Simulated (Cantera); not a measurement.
A closed system holds: 1 mol SiCl₄, 0.15 mol CH₄, 2.6 mol H₂, held at 0.150 bar.

Cantera equilibrium calculation (NASA polynomials, part measured and part estimated; ideal gas, pure solids and liquids). Candidate condensed phases: C, C₆H₆, C₇H₈, C₈H₁₈, Si, SiC; 109 gas species. The tables' values for SiCl, SiCl₃ are old estimates; treat these amounts as uncertain. Gases not in the tables: Si₂H₆ and higher silanes. Kinetics and transport are ignored.

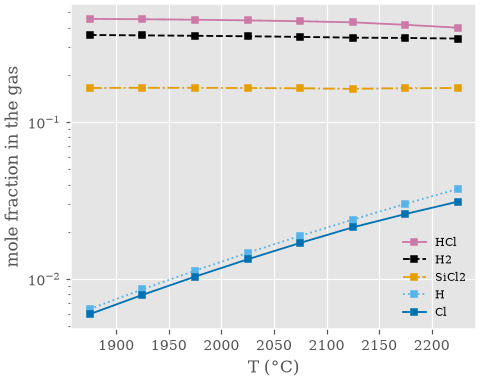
Fig. 1. Equilibrium gas composition (values under 1e-9 drawn at 1e-9)

Question: Read off the mole fractions at 2225 °C.

Answer: HCl about 0.40, H₂ about 0.34, SiCl₂ about 0.17, H about 0.038, Cl about 0.031.
